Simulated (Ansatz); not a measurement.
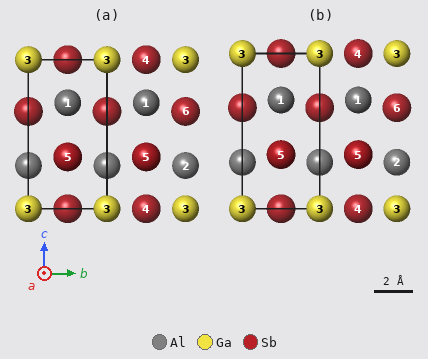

The structure of solid Al2GaSb3 (a generated structure, set up in P-4m2) before (left) and after (right) a relaxation, at one scale.

The picture is a spheres-only view of the cell of the calculation, repeated 1 × 2 × 1 with one cell outlined, seen along the a axis.

Level of theory: DFT PBE, scalar-relativistic, plane waves, PAW in Ansatz 0.2.0. (plane-wave cutoff 420 eV; k-point mesh 10 × 10 × 6; occupations gaussian; smearing width 0.1 eV; no spin polarisation; cell and atoms relaxed; force threshold 0.01 eV/Å; at most 80 steps)

### Describe what moved and what it gained.

The largest moves relative to the cell, 0.081 Å, are those of Al1 and Al2. Al2 goes along +c. Largest moves by element: Al 0.081 Å, Sb 0.012 Å. Ga stays in place. The volume changes by +0.6 %, with a = b 4.190 → 4.119 Å (−1.7 %), c 7.954 → 8.279 Å (+4.1 %). Near-neighbour distances that change, for instance: Al1–Sb4 3.114 → 3.223 Å, Al1–Sb6 2.998 → 2.941 Å, Ga3–Sb4 2.963 → 2.913 Å, Al1–Sb5 2.886 → 2.911 Å. The space group stays P-4m2 (No. 115). The energy falls by 23.6 meV per cell of the calculation in 7 accepted moves (9 points after the start). The largest force component goes from 0.094 to 0.0024 eV/Å. Pressure: 0.20 GPa at the start and 0.01 GPa at the end. The line search rejected the trial step at point 5 of the run. The SCF was repeated once at an unchanged geometry on a basis and grid sized afresh for the cell, which shifted the energy by 0.3 meV per cell of the calculation at most. The run took 7.2 min on 1 thread of Arm Neoverse V2 (shared host), peak memory 0.61 GiB.
